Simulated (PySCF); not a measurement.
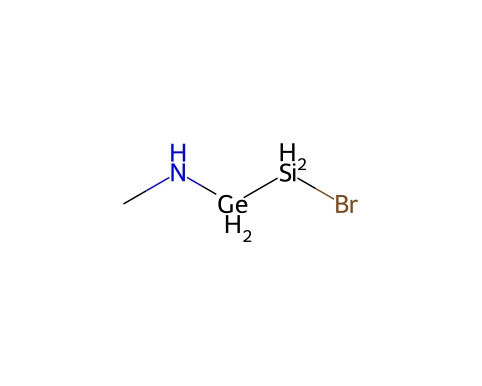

Figure made from data computed with PySCF.

**Write the SMILES.**

C[NH][GeH2][SiH2]Br

**What is the molecular formula?**

CH8BrGeNSi.

**An optimisation with PBE0-D3(BJ)/def2-SVP gave a structure of which point group?**

C1. Other conformers may differ.
